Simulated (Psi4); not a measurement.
Single-point calculation of C4H5N (charge +1) (part 1 of 2)

- system: C4H5N, charge +1, multiplicity 2
- method: CCSD/def2-SVP, UHF (Psi4 1.11)

The geometry is that of the parent species in another charge or spin state. The geometry comes from this level: PBE0-D4/def2-TZVP.

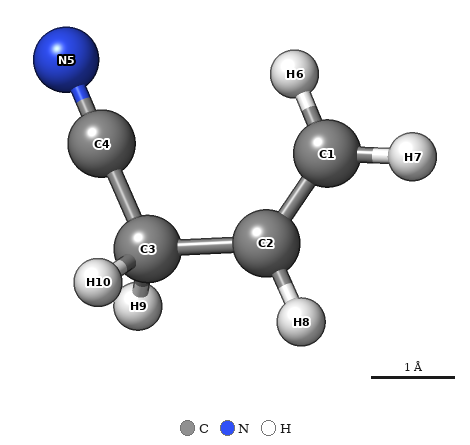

Figure 1. The structure as given in the input (ball-and-stick view, seen at a tilt; atoms are numbered from 1 in the order of the input).

## Input (job.inp)
```
memory 1600 mb

molecule {
  1 2
  C
  C 1 r2
  C 2 r3 1 a3
  C 3 r4 2 a4 1 d4
  N 4 r5 2 a5 1 d5
  H 1 r6 2 a6 3 d6
  H 1 r7 6 a7 2 d7
  H 2 r8 1 a8 7 d8
  H 3 r9 4 a9 2 d9
  H 3 r10 9 a10 4 d10

  r2 = 1.322363
  r3 = 1.502199
  a3 = 125.59205
  r4 = 1.453009
  a4 = 113.86211
  d4 = -0.12447
  r5 = 1.149072
  a5 = 145.53812
  d5 = -0.21675
  r6 = 1.085139
  a6 = 121.75988
  d6 = 0.04997
  r7 = 1.082931
  a7 = 117.43059
  d7 = -179.95096
  r8 = 1.086392
  a8 = 120.2627
  d8 = -0.01261
  r9 = 1.096026
  a9 = 108.27866
  d9 = -122.79223
  r10 = 1.096031
  a10 = 105.90373
  d10 = 115.94082
  units angstrom
  symmetry c1
}

set {
  reference       uhf
  puream          true
  e_convergence   1e-09
  d_convergence   1e-08
  scf_type        pk
  num_frozen_docc 5
  maxiter         200
}

energy('ccsd/def2-SVP')
print_variables()
```

Hardware: 1 thread of Intel Xeon (Granite Rapids), 64 GiB of memory available, shared host.

Run as:
```bash
psi4 -i job.inp -o job.out -n 1
```

## Log
```
Psi4 1.11 release

   => Loading Basis Set <=

    Name: DEF2-SVP
    Role: ORBITAL
    Keyword: BASIS

         ---------------------------------------------------------
                                   SCF
                              UHF Reference
                        1 Threads,   1525 MiB Core
         ---------------------------------------------------------

  ==> Geometry <==

    Molecular point group: c1
    Full point group: C1

    Geometry (in Angstrom), charge = 1, multiplicity = 2:

       Center              X                  Y                   Z               Mass
    ------------   -----------------  -----------------  -----------------  -----------------
         C            0.001843639001     1.405061516766    -1.167784730116    12.000000000000
         C            0.001843639001     1.405061516766     0.154578269884    12.000000000000
         C            0.001843639001     0.183501043210     1.028873325942    12.000000000000
         C           -0.001043076765    -1.067861646314     0.290416664913    12.000000000000
         N           -0.004648726782    -2.049507396838    -0.306848000835    14.003074004430
         H            0.001038956541     0.482409983334    -1.738959090240     1.007825032230
         H            0.001832139171     2.335163751391    -1.722446233895     1.007825032230
         H            0.002038553382     2.343404143746     0.702082291845     1.007825032230
         H            0.877893405843     0.191982643119     1.687461103809     1.007825032230
         H           -0.871647961607     0.193889781427     1.690831368983     1.007825032230

  Running in c1 symmetry.

  Rotational constants: A =      0.38474  B =      0.12499  C =      0.09600 [cm^-1]
  Rotational constants: A =  11534.33705  B =   3747.19000  C =   2878.02835 [MHz]
  Nuclear repulsion =  143.411209948302115

  Charge       = 1
  Multiplicity = 2
  Electrons    = 35
  Nalpha       = 18
  Nbeta        = 17

  ==> Algorithm <==

  SCF Algorithm Type is PK.
  DIIS enabled.
  MOM disabled.
  Fractional occupation disabled.
  Guess Type is SAD.
  Energy threshold   = 1.00e-09
  Density threshold  = 1.00e-08
  Integral threshold = 1.00e-12

  ==> Primary Basis <==

  Basis Set: DEF2-SVP
    Blend: DEF2-SVP
    Number of shells: 45
    Number of basis functions: 95
    Number of Cartesian functions: 100
    Spherical Harmonics?: true
    Max angular momentum: 2

  ==> Integral Setup <==

  Using in-core PK algorithm.
   Calculation information:
      Number of atoms:                  10
      Number of AO shells:              45
      Number of primitives:             85
      Number of atomic orbitals:       100
      Number of basis functions:        95

      Integral cutoff                 1.00e-12
      Number of threads:                 1

  Performing in-core PK
  Using 20798160 doubles for integral storage.
  We computed 504141 shell quartets total.
  Whereas there are 536130 unique shell quartets.

  ==> DiskJK: Disk-Based J/K Matrices <==

    J tasked:                  Yes
    K tasked:                  Yes
    wK tasked:                  No
    Memory [MiB]:             1144
    Schwarz Cutoff:          1E-12

  Minimum eigenvalue in the overlap matrix is 6.7080626284E-04.
  Reciprocal condition number of the overlap matrix is 1.1426695485E-04.
    Using symmetric orthogonalization.

  ==> Pre-Iterations <==

  SCF Guess: Superposition of Atomic Densities via on-the-fly atomic UHF (no occupation information).

   -------------------------
    Irrep   Nso     Nmo
   -------------------------
     A         95      95
   -------------------------
    Total      95      95
   -------------------------

  ==> Iterations <==

                        Total Energy        Delta E     RMS |[F,P]|

   @UHF iter SAD:  -207.57775764906029   -2.07578e+02   0.00000e+00
   @UHF iter   1:  -208.15981353309292   -5.82056e-01   4.51672e-03 ADIIS/DIIS
   @UHF iter   2:  -208.23994864631283   -8.01351e-02   3.75835e-03 ADIIS/DIIS
   @UHF iter   3:  -208.29784594341288   -5.78973e-02   7.22681e-04 ADIIS/DIIS
   @UHF iter   4:  -208.30517797033389   -7.33203e-03   2.51826e-04 ADIIS/DIIS
   @UHF iter   5:  -208.30677904233994   -1.60107e-03   1.22703e-04 ADIIS/DIIS
   @UHF iter   6:  -208.30723681689048   -4.57775e-04   4.64599e-05 DIIS
   @UHF iter   7:  -208.30729142138009   -5.46045e-05   1.93281e-05 DIIS
   @UHF iter   8:  -208.30729890652711   -7.48515e-06   1.17282e-05 DIIS
   @UHF iter   9:  -208.30730281652441   -3.91000e-06   9.11159e-06 DIIS
   @UHF iter  10:  -208.30730610751186   -3.29099e-06   7.53964e-06 DIIS
   @UHF iter  11:  -208.30730988319175   -3.77568e-06   6.25403e-06 DIIS
   @UHF iter  12:  -208.30731395841684   -4.07523e-06   4.78364e-06 DIIS
   @UHF iter  13:  -208.30731680107257   -2.84266e-06   3.56246e-06 DIIS
   @UHF iter  14:  -208.30731812179013   -1.32072e-06   2.69760e-06 DIIS
   @UHF iter  15:  -208.30731904070595   -9.18916e-07   1.64091e-06 DIIS
   @UHF iter  16:  -208.30731938042175   -3.39716e-07   7.94781e-07 DIIS
   @UHF iter  17:  -208.30731942143387   -4.10121e-08   4.94832e-07 DIIS
   @UHF iter  18:  -208.30731943097553   -9.54165e-09   2.36984e-07 DIIS
   @UHF iter  19:  -208.30731943240315   -1.42762e-09   9.82894e-08 DIIS
   @UHF iter  20:  -208.30731943263649   -2.33342e-10   4.77721e-08 DIIS
   @UHF iter  21:  -208.30731943268762   -5.11307e-11   1.99949e-08 DIIS
   @UHF iter  22:  -208.30731943269444   -6.82121e-12   8.77649e-09 DIIS
  Energy and wave function converged.

  ==> Post-Iterations <==

   @Spin Contamination Metric:   5.397068458E-03
   @S^2 Expected:                7.500000000E-01
   @S^2 Observed:                7.553970685E-01
   @S   Expected:                5.000000000E-01
   @S   Observed:                5.000000000E-01

    Orbital Energies [Eh]
    ---------------------

    Alpha Occupied:

       1A    -15.755626     2A    -11.592750     3A    -11.575553
       4A    -11.512006     5A    -11.455153     6A     -1.422852
       7A     -1.382318     8A     -1.249706     9A     -1.077772
      10A     -0.965455    11A     -0.930845    12A     -0.870209
      13A     -0.854954    14A     -0.804389    15A     -0.733774
      16A     -0.723811    17A     -0.648636    18A     -0.641022

    Alpha Virtual:

      19A     -0.159783    20A     -0.033920    21A      0.011627
      22A      0.014209    23A      0.020005    24A      0.023487
      25A      0.072282    26A      0.092108    27A      0.129080
      28A      0.188108    29A      0.213109    30A      0.271398
      31A      0.312999    32A      0.380011    33A      0.393548
      34A      0.448419    35A      0.505437    36A      0.509219
      37A      0.535123    38A      0.583924    39A      0.611036
      40A      0.617155    41A      0.628867    42A      0.629831
      43A      0.650712    44A      0.663588    45A      0.678103
      46A      0.714487    47A      0.738721    48A      0.795939
      49A      0.801648    50A      0.960529    51A      1.003559
      52A      1.021456    53A      1.086607    54A      1.145029
      55A      1.166996    56A      1.183680    57A      1.215298
      58A      1.258657    59A      1.476701    60A      1.527447
      61A      1.605134    62A      1.636206    63A      1.643790
      64A      1.689987    65A      1.712536    66A      1.740347
      67A      1.741928    68A      1.808499    69A      1.831718
      70A      1.917871    71A      1.931171    72A      1.934929
      73A      2.007437    74A      2.031365    75A      2.097833
      76A      2.176389    77A      2.260344    78A      2.295222
      79A      2.362000    80A      2.398769    81A      2.429216
      82A      2.436187    83A      2.509347    84A      2.576914
      85A      2.611655    86A      2.817819    87A      2.836565
      88A      2.873428    89A      3.017583    90A      3.065544
      91A      3.171728    92A      3.224179    93A      3.258709
      94A      3.425311    95A      3.731423

    Beta Occupied:

       1A    -15.756971     2A    -11.582958     3A    -11.563724
       4A    -11.513188     5A    -11.454114     6A     -1.398101
       7A     -1.349149     8A     -1.228649     9A     -1.057743
      10A     -0.953004    11A     -0.922257    12A     -0.847438
      13A     -0.840882    14A     -0.800797    15A     -0.725804
      16A     -0.649554    17A     -0.643378

    Beta Virtual:

      18A     -0.287375    19A     -0.049122    20A     -0.030884
      21A      0.013384    22A      0.017861    23A      0.025221
      24A      0.027745    25A      0.075792    26A      0.093807
      27A      0.132491    28A      0.192839    29A      0.219611
      30A      0.281910    31A      0.339705    32A      0.399853
      33A      0.449857    34A      0.463782    35A      0.510375
      36A      0.541117    37A      0.572831    38A      0.587655
      39A      0.619856    40A      0.624425    41A      0.638998
      42A      0.640489    43A      0.651916    44A      0.669669
      45A      0.683055    46A      0.716175    47A      0.738779
      48A      0.803608    49A      0.811804    50A      0.959664
      51A      1.005389    52A      1.022043    53A      1.088692
      54A      1.167474    55A      1.170867    56A      1.213556
      57A      1.233364    58A      1.259768    59A      1.478344
      60A      1.546850    61A      1.605259    62A      1.647010
      63A      1.647888    64A      1.694607    65A      1.715351
      66A      1.753194    67A      1.756424    68A      1.819887
      69A      1.849695    70A      1.923853    71A      1.938846
      72A      1.949415    73A      2.015441    74A      2.037312
      75A      2.117049    76A      2.185833    77A      2.277277
      78A      2.296659    79A      2.367728    80A      2.420609
      81A      2.427155    82A      2.437206    83A      2.511366
      84A      2.594814    85A      2.616760    86A      2.823511
      87A      2.840623    88A      2.878729    89A      3.019807
      90A      3.071737    91A      3.172140    92A      3.226077
      93A      3.258624    94A      3.429256    95A      3.731116

    Final Occupation by Irrep:
              A
    DOCC [    17 ]
    SOCC [     1 ]
    NA   [    18 ]
    NB   [    17 ]

  @UHF Final Energy:  -208.30731943269444

   => Energetics <=

    Nuclear Repulsion Energy =            143.4112099483021154
    One-Electron Energy =                -555.9525161022418160
    Two-Electron Energy =                 204.2339867212452305
    Total Energy =                       -208.3073194326944417

  UHF NO Occupations:
  HONO-2 :   16  A 1.9994061
  HONO-1 :   17  A 1.9990280
  HONO-0 :   18  A 1.0000000
  LUNO+0 :   19  A 0.0009720
  LUNO+1 :   20  A 0.0005939
  LUNO+2 :   21  A 0.0003590
  LUNO+3 :   22  A 0.0002710

Computation Completed

Properties will be evaluated at   0.000000,   0.000000,   0.000000 [a0]

Properties computed using the SCF density matrix

 Multipole Moments:

 ------------------------------------------------------------------------------------
     Multipole            Electronic (a.u.)      Nuclear  (a.u.)        Total (a.u.)
 ------------------------------------------------------------------------------------

 L = 1.  Multiply by 2.5417464519 to convert [e a0] to [Debye]
 Dipole X            :         -0.0038310            0.0104711            0.0066401
 Dipole Y            :         -1.8569830            5.2059557            3.3489726
 Dipole Z            :         -0.4727695            0.5811562            0.1083867
 Magnitude           :                                                    3.3507327

 ------------------------------------------------------------------------------------

	total time  =          4 seconds =       0.07 minutes
 MINTS: Wrapper to libmints.

   Calculation information:
      Number of threads:                 1
      Number of atoms:                  10
      Number of AO shells:              45
      Number of SO shells:              45
      Number of primitives:             85
      Number of atomic orbitals:       100
      Number of basis functions:        95

      Number of irreps:                  1
      Integral cutoff                 1.00e-12
      Number of functions per irrep: [  95 ]

 OEINTS: Overlap, kinetic, potential, dipole, and quadrupole integrals
         stored in file 35.

      Computing two-electron integrals...done
      Computed 9196959 non-zero two-electron integrals.
        Stored in file 33.

	Wfn Parameters:
	--------------------
	Wavefunction         = CCSD
	Number of irreps     = 1
	Number of MOs        = 95
	Number of active MOs = 90
	AO-Basis             = NONE
	Semicanonical        = false
	Reference            = UHF
	Print Level          = 1
```
